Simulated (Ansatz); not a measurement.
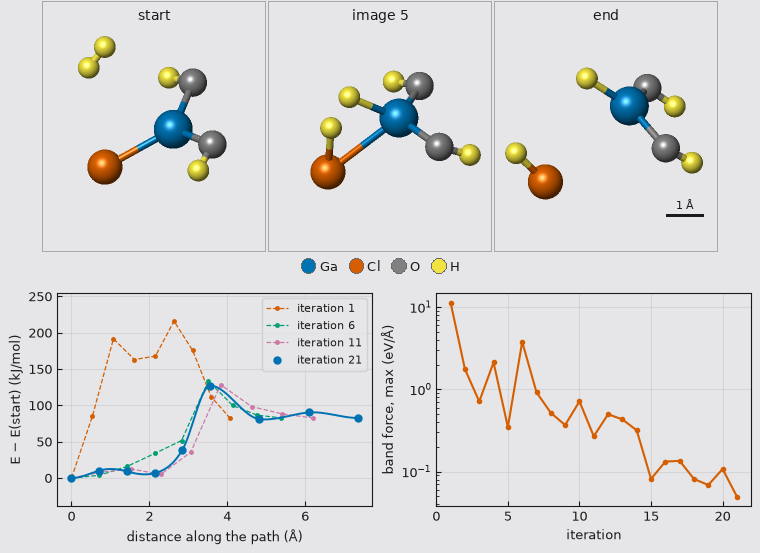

A nudged-elastic-band calculation for GaH4O2Cl, made up at the start of GaH₂O₂Cl and H2. Images are numbered from 0 (start) to 8 (end). The plot follows the band through its iterations. A ball-and-stick model, seen from a free direction.

Theory: RKS revPBE/def2-SVP (Ansatz 0.2.0). Run with 7 movable images; climbing image; force threshold 0.05 eV/Å; iteration limit 60; starting path through a guess of the saddle point.

Did the band converge, and can the barrier be trusted?

Answer. The run is converged, with reservations. The band converged in 21 iterations. The largest component of the band force went from 11 to 0.05 eV/Å. The climbing image converged on the top of the path. Its vibrational analysis gives one imaginary mode (742i cm⁻¹), as a transition state must have. The first iteration put the highest image at 216.0 kJ/mol. Forward barrier 127.3 kJ/mol, backward barrier 44.5 kJ/mol, with image 5 at the top; the reaction energy is +82.8 kJ/mol. The profile has 3 maxima (images 1, 5, 7) with a dip at image 6 (+81.2 kJ/mol), so the process runs in steps.

Limits of the set-up: the start holds two separate molecules, 3.3 Å apart at their closest, whose relative position is a soft coordinate and is computed without a dispersion correction.
